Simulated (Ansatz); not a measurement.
# Response to strain in TiTe2

Consider TiTe$_{2}$ in the CdI2 type structure (space group P-3m1, No. 164; a = 3.618 Å, c = 6.225 Å; layered, stacked along the Cartesian z axis). Axes: x lies along a and z along c of the hexagonal cell.

Strains are applied to the cell and any free atomic positions relax; under biaxial strain the out-of-plane vector relaxes too.

Level of theory: Kohn–Sham DFT with the PBEsol-D3(BJ) functional, run in Ansatz (a program for electronic structure) with PAW and 420 eV plane waves, spin-orbit coupling left out.

Notes on the quantities. pressure: mean of the normal stresses, compression positive.

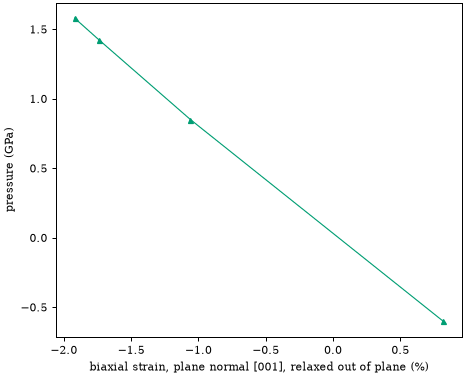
Pressure against biaxial strain, plane normal [001], relaxed out of plane

```json
[
 {"biaxial strain, plane normal [001], relaxed out of plane (%)": "-1.92", "pressure": "1.6 GPa"},
 {"biaxial strain, plane normal [001], relaxed out of plane (%)": "-1.74", "pressure": "1.4 GPa"},
 {"biaxial strain, plane normal [001], relaxed out of plane (%)": "-1.06", "pressure": "0.8 GPa"},
 {"biaxial strain, plane normal [001], relaxed out of plane (%)": "0.82", "pressure": "-0.6 GPa"}
]
```

Without a gap, meshes like the base's 15×15×8 leave anisotropic stresses uncertain by several tenths of a GPa, and small strain energies with them. No phonon test of stability was made. All final runs are without spin polarisation.
